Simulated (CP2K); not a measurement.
# C2H4BFO (SMILES C=C(O)BF): AM1

Aim: the energy change on altering one bond length of C2H4BFO at AM1, from 2 runs. 

The calculation is run with CP2K 2026.2.

2 further runs of the same task are left out: 2 set aside as unsound or not needed.

## Step 1: The molecule

C2H4BFO: 9 atoms, total charge 0, spin state singlet. SMILES: `C=C(O)BF`. The coordinates come from a GFN2-xTB relaxation. This is one conformer, not always the lowest.

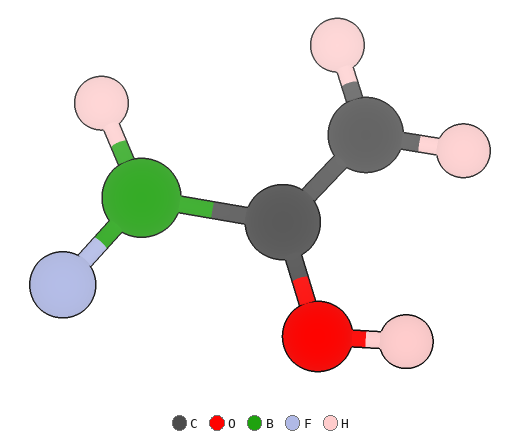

The structure, seen from a chosen angle (carbon dark grey, oxygen red, boron green, fluorine light blue, hydrogen pink).

## Step 2: Energy and gradient at AM1

The input, job.inp:

```
&GLOBAL
 PROJECT job
 RUN_TYPE ENERGY_FORCE
 PRINT_LEVEL MEDIUM
&END GLOBAL

&FORCE_EVAL
 METHOD Quickstep
 &DFT
  CHARGE 0
  MULTIPLICITY 1
  &QS
   METHOD AM1
   EPS_DEFAULT 1.0E-10
   &SE
    &COULOMB
     CUTOFF [angstrom] 50
     RC_RANGE [angstrom] 0
    &END COULOMB
    &EXCHANGE
     CUTOFF [angstrom] 50
     RC_RANGE [angstrom] 0
    &END EXCHANGE
   &END SE
  &END QS
  &POISSON
   PERIODIC NONE
   POISSON_SOLVER ANALYTIC
  &END POISSON
  &SCF
   SCF_GUESS ATOMIC
   EPS_SCF 1.0E-07
   MAX_SCF 150
   ADDED_MOS 2
   &DIAGONALIZATION
    ALGORITHM STANDARD
   &END DIAGONALIZATION
   &MIXING
    METHOD DIRECT_P_MIXING
    ALPHA 0.4
   &END MIXING
  &END SCF
  &PRINT
   &MOMENTS
    PERIODIC F
    REFERENCE COM
    MAX_MOMENT 1
   &END MOMENTS
   &MO ON
    ENERGIES T
    OCCUPATION_NUMBERS T
    NDIGITS 6
    &EACH
     QS_SCF 0
    &END EACH
    ADD_LAST NUMERIC
   &END MO
   &HIRSHFELD OFF
   &END HIRSHFELD
  &END PRINT
 &END DFT
 &SUBSYS
  &CELL
   ABC [angstrom] 14.3 13.8 11.9
   PERIODIC NONE
  &END CELL
  &COORD
   SCALED T
   C    0.60206119   0.50260471   0.49558235
   C    0.50953811   0.48744819   0.49198908
   O    0.47301364   0.40520326   0.44607563
   B    0.43833951   0.56286486   0.54036639
   F    0.34827727   0.54523225   0.53654874
   H    0.63012832   0.56743370   0.53214622
   H    0.65172273   0.45084239   0.46275966
   H    0.52266538   0.36372065   0.41903193
   H    0.46206399   0.63627935   0.58096807
  &END COORD
 &END SUBSYS
 &PRINT
  &FORCES ON
  &END FORCES
 &END PRINT
&END FORCE_EVAL
```

Launch:

```sh
$ OMP_NUM_THREADS=1 cp2k.psmp -i job.inp > job.out 2>&1
```

Log (excerpt; [...] marks lines left out):

```text
CP2K| version string:                                       CP2K version 2026.2
[...]
 GLOBAL| Method name                                                        CP2K
[...]
 GLOBAL| Run type                                                   ENERGY_FORCE
[...]
                             - Atoms:                                          9
[...]
                             - Spherical basis functions:                     24
[...]
 Number of electrons:                                                         28
[...]
     1 P_Mix/Diag. 0.40E+00    0.0     0.79445848       -36.5118277452 -3.65E+01
[...]
    17 DIIS/Diag.  0.51E-07    0.0     0.00000006       -43.6339915729 -9.95E-14
  *** SCF run converged in    17 steps ***
  Core-core repulsion energy [eV]:                           1942.60222092687536
  Core Hamiltonian energy [eV]:                             -1930.68994825530172
  Two-electron integral energy [eV]:                        -2398.50713310985020
  Electronic energy [eV]:                                   -3129.94351481022659
  Total energy [eV]:                                        -1187.34129388335145
  Atomic reference energy [eV]:                              1182.46945071597020
  Heat of formation [kcal/mol]:                              -112.34738129216666
[...]
 SE_DIPOLE| Moment [Debye]         -1.74436352      -0.32795604      -0.08285527
 SE_DIPOLE| Derivative [a.u.]       0.00000000       0.00000000       0.00000000
 ENERGY| Total FORCE_EVAL ( QS ) energy [hartree]            -43.633991572879012
 FORCES| Atomic forces [hartree/bohr]
 FORCES|   Atom     x               y               z               |f|
 FORCES|      1 -7.07821322E-03  4.46553980E-04  9.16854388E-04   7.15130301E-03
 FORCES|      2  5.27022546E-03  9.63872214E-03  4.72557112E-03   1.19587317E-02
 FORCES|      3 -2.05596235E-02 -3.45920884E-03 -8.36460289E-04   2.08653759E-02
 FORCES|      4 -2.90779101E-02 -2.78788258E-02 -1.23436921E-02   4.21321792E-02
 FORCES|      5  2.08979768E-02  1.55636092E-03 -4.49276921E-04   2.09606665E-02
 FORCES|      6  8.32415448E-03  1.39494912E-02  6.47386637E-03   1.74868751E-02
 FORCES|      7  9.16497315E-03 -7.23745882E-03 -4.22791453E-03   1.24198552E-02
 FORCES|      8  2.95192276E-03  9.38979143E-04  3.19533195E-04   3.11410200E-03
 FORCES|      9  1.01064943E-02  1.20453861E-02  5.42151874E-03   1.66320599E-02
 FORCES| Sum     3.74700271E-16 -4.16333634E-16 -4.02455846E-16
 FORCES| Total atomic force                                       6.89713489E-16
[...]
```

Wall time 0.22 s (1 thread of Arm Neoverse V2, shared host).

## Step 3: The distorted shape, same level

The input, run.inp:

```
&GLOBAL
  PROJECT_NAME run
  RUN_TYPE ENERGY_FORCE
  PRINT_LEVEL MEDIUM
&END

&FORCE_EVAL
  METHOD QS
  &DFT
    &QS
      METHOD AM1
      EPS_DEFAULT 1.0E-10
      &SE
        &COULOMB
          CUTOFF [angstrom] 50
          RC_RANGE [angstrom] 0
        &END
        &EXCHANGE
          CUTOFF [angstrom] 50
          RC_RANGE [angstrom] 0
        &END
      &END
    &END
    &POISSON
      PERIODIC NONE
      POISSON_SOLVER ANALYTIC
    &END
    &SCF
      SCF_GUESS ATOMIC
      EPS_SCF 1.0E-07
      MAX_SCF 150
      ADDED_MOS 2
      &DIAGONALIZATION
        ALGORITHM STANDARD
      &END
      &MIXING
        METHOD DIRECT_P_MIXING
        ALPHA 0.4
      &END
    &END
    &PRINT
      &MOMENTS
        PERIODIC F
        REFERENCE COM
        MAX_MOMENT 1
      &END
      &MO ON
        ENERGIES T
        OCCUPATION_NUMBERS T
        NDIGITS 6
        &EACH
          QS_SCF 0
        &END
        ADD_LAST NUMERIC
      &END
      &HIRSHFELD OFF
      &END
    &END
  &END
  &SUBSYS
    &CELL
      ABC 14.8 13.8 11.9
      PERIODIC NONE
    &END
    &COORD
      SCALED T
      C    0.61425902   0.50790993   0.49684008
      C    0.49357003   0.48744819   0.49198908
      O    0.45827949   0.40520326   0.44607563
      B    0.42477679   0.56286486   0.54036639
      F    0.33775720   0.54523225   0.53654874
      H    0.64137794   0.57273891   0.53340395
      H    0.66224280   0.45614761   0.46401739
      H    0.50625382   0.36372065   0.41903193
      H    0.44769976   0.63627935   0.58096807
    &END
  &END
  &PRINT
    &FORCES ON
    &END
  &END
&END
```

Launch:

```sh
$ OMP_NUM_THREADS=1 cp2k.psmp -i run.inp > run.out 2>&1
```

Log (excerpt; [...] marks lines left out):

```text
CP2K| version string:                                       CP2K version 2026.2
[...]
 GLOBAL| Method name                                                        CP2K
[...]
 GLOBAL| Run type                                                   ENERGY_FORCE
[...]
                             - Atoms:                                          9
[...]
                             - Spherical basis functions:                     24
[...]
 Number of electrons:                                                         28
[...]
     1 P_Mix/Diag. 0.40E+00    0.0     0.74967363       -36.7161552040 -3.67E+01
[...]
    25 DIIS/Diag.  0.13E-06    0.0     0.00000008       -43.4910739713 -8.53E-14
  *** SCF run converged in    25 steps ***
  Core-core repulsion energy [eV]:                           1853.84882974910488
  Core Hamiltonian energy [eV]:                             -1923.55529399133457
  Two-electron integral energy [eV]:                        -2227.49168784722724
  Electronic energy [eV]:                                   -3037.30113791494796
  Total energy [eV]:                                        -1183.45230816584308
  Atomic reference energy [eV]:                              1182.46945071597020
  Heat of formation [kcal/mol]:                               -22.66523303049505
[...]
 ENERGY| Total FORCE_EVAL ( QS ) energy [hartree]            -43.491073971260178
 FORCES| Atomic forces [hartree/bohr]
 FORCES|   Atom     x               y               z               |f|
 FORCES|      1 -1.74734153E-01 -3.38070469E-02 -8.62204044E-03   1.78183277E-01
 FORCES|      2  1.60050103E-01  2.39434850E-02  4.80627947E-03   1.61902521E-01
 FORCES|      3  1.59901215E-02  2.65675769E-02  1.25069170E-02   3.34356562E-02
 FORCES|      4 -8.05885967E-03 -2.91356749E-02 -1.40364015E-02   3.33294665E-02
 FORCES|      5  1.99039344E-02 -7.07819949E-04 -1.52189720E-03   1.99745784E-02
 FORCES|      6 -1.33971994E-02  7.59315728E-03  4.35205544E-03   1.60025428E-02
 FORCES|      7 -1.32213774E-02 -8.41715447E-03 -3.71029574E-03   1.61065081E-02
 FORCES|      8  3.32858354E-03  2.22240719E-03  9.64751964E-04   4.11695379E-03
 FORCES|      9  1.01388472E-02  1.17410698E-02  5.26063101E-03   1.63805733E-02
 FORCES| Sum    -4.57966998E-16 -1.38777878E-16 -3.46944695E-16
 FORCES| Total atomic force                                       5.91069955E-16
[...]
```

It took 0.24 s on 1 thread of Arm Neoverse V2, shared host.

## Step 4: Summary of results

At AM1:

```
                                                         quantity            value
                                        first shape: total energy     -43.63399 Eh
                                       first shape: dipole moment           1.78 D
                                         first shape: HOMO energy         -9.75 eV
                                         first shape: LUMO energy          0.49 eV
                                       first shape: HOMO–LUMO gap         10.24 eV
           first shape: heat of formation at this unrelaxed shape  -112.3 kcal/mol
                            first shape: largest force on an atom       2.167 eV/Å
                                    distorted shape: total energy     -43.49107 Eh
                                   distorted shape: dipole moment           1.48 D
                                     distorted shape: HOMO energy         -7.93 eV
                                     distorted shape: LUMO energy         -0.58 eV
                                   distorted shape: HOMO–LUMO gap          7.35 eV
       distorted shape: heat of formation at this unrelaxed shape   -22.7 kcal/mol
                        distorted shape: largest force on an atom       9.163 eV/Å
energy change with the C1–C2 bond stretched from 1.340 to 1.809 Å         3.889 eV
```

**Reading.** With the C1–C2 bond stretched from 1.340 to 1.809 Å the energy rises by 3.89 eV (375 kJ/mol). The first shape isn't relaxed at this level, so the change isn't measured from a minimum. The largest force (first shape) is 2.17 eV/Å: the shape isn't a stationary point for this species at this level.
